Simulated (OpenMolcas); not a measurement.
# One shape, several levels: doublet [Si2H3F3]+

Aim: a comparison of 6 runs (UB3LYP/6-31G*, U-r2SCAN/cc-pVDZ, U-revPBE/cc-pVDZ, UBLYP/cc-pVDZ, UTPSS/cc-pVDZ, ROMP2/cc-pVDZ) of doublet [Si2H3F3]+. 

The calculation is run with OpenMolcas 26.06.

### Step 1. Starting point

The species is [Si2H3F3]+ (8 atoms), meant as a doublet with charge +1. SMILES of the parent species: `F[Si](F)(F)[SiH3]`. The coordinates come from a PBE0-D4/def2-TZVP relaxation. That shape belongs to the parent species and isn't relaxed for this state.

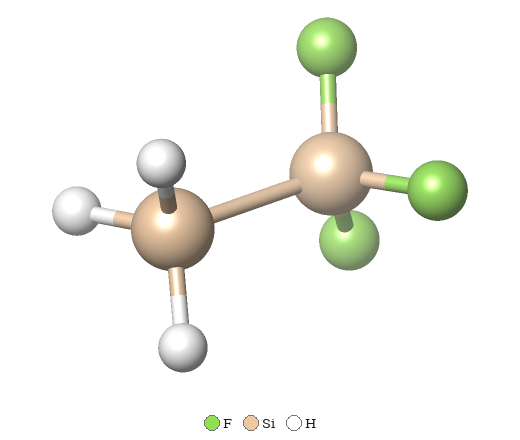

The structure, seen from a chosen angle (fluorine green, silicon light orange, hydrogen white).

### Step 2. The energy at UB3LYP/6-31G(d) (spherical functions) (run 1)

mol.xyz reads:

```xyz
8

F      1.310500    -1.060500     1.504800
Si     0.534400    -0.990500     0.128500
F     -0.479300    -2.204500     0.107900
F      1.595600    -1.255900    -1.013900
Si    -0.550700     1.050400    -0.152600
H     -1.525600     1.227900     0.951900
H      0.460600     2.135800    -0.122800
H     -1.253300     1.040400    -1.459500
```

job.input reads:

```
* F3H3Si2 Kohn-Sham DFT
>>> EXPORT MOLCAS_PRINT=2
&GATEWAY
BasLib=$CurrDir
Coord=mol.xyz
Basis=6-31Gs
Group=NoSym
&SEWARD
GridInput
Grid=UltraFine
End of Grid
&SCF
UHF
Charge=1
Spin=2
KSDFT=B3LYP
Thresholds=1e-10 1e-07 1e-07 1e-05
PrOrbitals=1 2
```

The basis set 6-31G* is read from a file made from the Basis Set Exchange's data (not shown).

Run with:

```sh
$ export MOLCAS_MEM=1860
$ pymolcas job.input > job.log
```

Log:

```text
--- Start Module: gateway ---
[...]
--- Stop Module: gateway /rc=_RC_ALL_IS_WELL_ ---
--- Start Module: seward ---
[...]
      Basis functions           84
--- Stop Module: seward /rc=_RC_ALL_IS_WELL_ ---
[...]
--- Start Module: scf ---
[...]
       Convergence after  19 Iterations
[...]
::    Total KS-DFT energy                            -880.0704395315
[...]
      Total spin, S                                     0.5011451303
[...]
      Total electronic charge=   57.000000
      Total            charge=    1.000000
[...]
      Dipole Moment (debye):
      Origin of the operator (angstrom)=    0.3735   -0.6879    0.0868
                   X= -2.8903E+00               Y=  5.4372E+00               Z= -7.4859E-01           Total=  6.2030E+00
      Center of Charge (angstrom)
[...]
--- Stop Module: scf /rc=_RC_ALL_IS_WELL_ ---
[...]
```

Wall time 36 s (1 thread of Arm Neoverse V2, shared host); peak memory 0.46 GiB.

### Step 3. The energy at U-r2SCAN/cc-pVDZ (run 2)

test.input reads:

```
&GATEWAY
  BasLib
  $CurrDir
  Coord
  8
  angstrom
  F        1.310500      -1.060500       1.504800
  Si       0.534400      -0.990500       0.128500
  F       -0.479300      -2.204500       0.107900
  F        1.595600      -1.255900      -1.013900
  Si      -0.550700       1.050400      -0.152600
  H       -1.525600       1.227900       0.951900
  H        0.460600       2.135800      -0.122800
  H       -1.253300       1.040400      -1.459500
  Basis
  cc-pVDZ
  Group
  NoSym

&SEWARD
  GridInput
  Grid=UltraFine
  End of Grid

&SCF
  UHF
  Charge
  1
  Spin
  2
  KSDFT
  2
  1.0 MGGA_X_R2SCAN
  1.0 MGGA_C_R2SCAN
  Thresholds
  1e-10 1e-07 1e-07 1e-05
  PrOrbitals
  1 2
```

The basis set cc-pVDZ is read from a file made from the Basis Set Exchange's data (not shown).

Run with:

```sh
$ export MOLCAS_MEM=1860
$ pymolcas test.input > test.log
```

Log:

```text
--- Start Module: gateway ---
[...]
--- Stop Module: gateway /rc=_RC_ALL_IS_WELL_ ---
--- Start Module: seward ---
[...]
      Basis functions           93
--- Stop Module: seward /rc=_RC_ALL_IS_WELL_ ---
[...]
--- Start Module: scf ---
[...]
       Convergence after  19 Iterations
[...]
::    Total KS-DFT energy                            -879.8922424084
[...]
      Total spin, S                                     0.5017234178
[...]
      Total electronic charge=   57.000000
      Total            charge=    1.000000
[...]
      Dipole Moment (debye):
      Origin of the operator (angstrom)=    0.3735   -0.6879    0.0868
                   X= -2.9199E+00               Y=  5.4927E+00               Z= -7.5623E-01           Total=  6.2663E+00
      Center of Charge (angstrom)
[...]
--- Stop Module: scf /rc=_RC_ALL_IS_WELL_ ---
[...]
```

Run time: 79 s. Hardware: 1 thread of Arm Neoverse V2, shared host; peak memory 0.51 GiB.

### Step 4. The energy at U-revPBE/cc-pVDZ (run 3)

job.inp reads:

```
* F3H3Si2 Kohn-Sham DFT

&GATEWAY
 BasLib
 $CurrDir
 Coord
 8
 angstrom
 F        1.310500      -1.060500       1.504800
 Si       0.534400      -0.990500       0.128500
 F       -0.479300      -2.204500       0.107900
 F        1.595600      -1.255900      -1.013900
 Si      -0.550700       1.050400      -0.152600
 H       -1.525600       1.227900       0.951900
 H        0.460600       2.135800      -0.122800
 H       -1.253300       1.040400      -1.459500
 Basis
 cc-pVDZ
 Group
 NoSym

&SEWARD
 GridInput
 Grid=UltraFine
 End of Grid

&SCF
 UHF
 Charge
 1
 Spin
 2
 KSDFT
 revPBE
 Thresholds
 1e-10 1e-07 1e-07 1e-05
 PrOrbitals
 1 2
```

The basis set cc-pVDZ is read from a file made from the Basis Set Exchange's data (not shown).

Run with:

```sh
$ export MOLCAS_MEM=1860
$ pymolcas job.inp > job.log
```

Log:

```text
--- Start Module: gateway ---
[...]
--- Stop Module: gateway /rc=_RC_ALL_IS_WELL_ ---
--- Start Module: seward ---
[...]
      Basis functions           93
--- Stop Module: seward /rc=_RC_ALL_IS_WELL_ ---
[...]
--- Start Module: scf ---
[...]
       Convergence after  20 Iterations
[...]
::    Total KS-DFT energy                            -879.8424008937
[...]
      Total spin, S                                     0.5007626522
[...]
      Total electronic charge=   57.000000
      Total            charge=    1.000000
[...]
      Dipole Moment (debye):
      Origin of the operator (angstrom)=    0.3735   -0.6879    0.0868
                   X= -2.7399E+00               Y=  5.1541E+00               Z= -7.0964E-01           Total=  5.8801E+00
      Center of Charge (angstrom)
[...]
--- Stop Module: scf /rc=_RC_ALL_IS_WELL_ ---
[...]
```

It took 49 s on 1 thread of Arm Neoverse V2, shared host; peak memory 0.51 GiB.

Runs 4 to 5 aren't shown in full; the table further down has their settings and results.

### Step 5. The energy at ROMP2/cc-pVDZ (run 6)

struct.xyz reads:

```xyz
8

F      1.310500    -1.060500     1.504800
Si     0.534400    -0.990500     0.128500
F     -0.479300    -2.204500     0.107900
F      1.595600    -1.255900    -1.013900
Si    -0.550700     1.050400    -0.152600
H     -1.525600     1.227900     0.951900
H      0.460600     2.135800    -0.122800
H     -1.253300     1.040400    -1.459500
```

calc.input reads:

```
&GATEWAY
BASLIB=$CurrDir
COORD=struct.xyz
BASIS=cc-pVDZ
GROUP=NoSym
&SEWARD
&SCF
UHF
CHARGE=1
SPIN=2
THRESHOLDS=1e-10 1e-07 1e-07 1e-05
PRORBITALS=1
&RASSCF
FILEORB=$Project.UnaOrb
SPIN=2
NACTEL=1 0 0
INACTIVE=28
RAS2=1
OUTORBITALS=Canonical
ORBLISTING=Nothing
&CASPT2
IPEA=0.0
FROZEN=13
```

The basis set cc-pVDZ is read from a file made from the Basis Set Exchange's data (not shown).

Run with:

```sh
$ export MOLCAS_MEM=1860
$ pymolcas calc.input > calc.log
```

Log:

```text
--- Start Module: gateway ---
[...]
--- Stop Module: gateway /rc=_RC_ALL_IS_WELL_ ---
[...]
      Basis functions           93
[...]
       Convergence after  23 Iterations
[...]
::    Total SCF energy                               -877.6884505561
[...]
      Total spin, S                                     0.5038520671
[...]
--- Start Module: rasscf ---
[...]
      Number of active orbitals                  1
[...]
      Spin quantum number                      0.5
[...]
      Active orbitals                            1
[...]
      Number of CSFs                             1
[...]
      Number of root(s) required                 1
[...]
      Convergence after  8 iterations
[...]
      printout of CI-coefficients larger than  0.05 for root  1
      energy=    -877.686256
      conf/sym  1     Coeff  Weight
             1  u   1.00000 1.00000
      Natural orbitals and occupation numbers for root  1
      sym 1:   1.000000
      ************************************************************************************************************************
      *                                                    Final results                                                     *
[...]
::    RASSCF root number  1 Total energy:   -877.68625607
[...]
      Total electronic charge=   57.000000
      Total            charge=    1.000000
[...]
      Dipole Moment (debye):
      Origin of the operator (angstrom)=    0.3735   -0.6879    0.0868
                   X= -3.5115E+00               Y=  6.6058E+00               Z= -9.0942E-01           Total=  7.5362E+00
      Center of Charge (angstrom)
[...]
--- Stop Module: rasscf /rc=_RC_ALL_IS_WELL_ ---
[...]
--- Start Module: caspt2 ---
[...]
 ###    WARNING: User changed nr of frozen orbitals.                         ###
 ###############################################################################
[...]
      E2 (Variational):          -0.7523618146
      Total energy:            -878.4386178844
[...]
      Reference weight:           0.83416
[...]
::    CASPT2 Root  1     Total energy:   -878.43861788
[...]
--- Stop Module: caspt2 /rc=_RC_ALL_IS_WELL_ ---
[...]
```

Wall time 16 s (1 thread of Arm Neoverse V2, shared host); peak memory 0.51 GiB.

### Step 6. The series

| run | level | integration grid | frozen core orbitals | energy (Eh) | HOMO energy (eV) | LUMO energy (eV) | ⟨S²⟩ | wall time |
| --- | --- | --- | --- | --- | --- | --- | --- | --- |
| 1 | UB3LYP/6-31G* (spherical functions) | UltraFine | – | -880.070440 | -16.36 | -14.00 | 0.752 | 36 s |
| 2 | U-r2SCAN/cc-pVDZ | UltraFine | – | -879.892242 | -15.56 | -14.34 | 0.753 | 79 s |
| 3 | U-revPBE/cc-pVDZ | UltraFine | – | -879.842401 | -15.09 | -14.26 | 0.752 | 49 s |
| 4 | UBLYP/cc-pVDZ | UltraFine | – | -880.035481 | -14.98 | -14.23 | 0.751 | 60 s |
| 5 | UTPSS/cc-pVDZ | UltraFine | – | -880.140583 | -15.36 | -14.34 | 0.752 | 91 s |
| 6 | ROMP2/cc-pVDZ | – | 13 | -878.438618 | – | – | – | 16 s |

### Step 7. Summary of results

```
           quantity          value
run 6: total energy  -878.43862 Eh
```

In words: Totals of different functionals can't be ranked against each other. All runs together took 5.5 min, the longest 91 s.
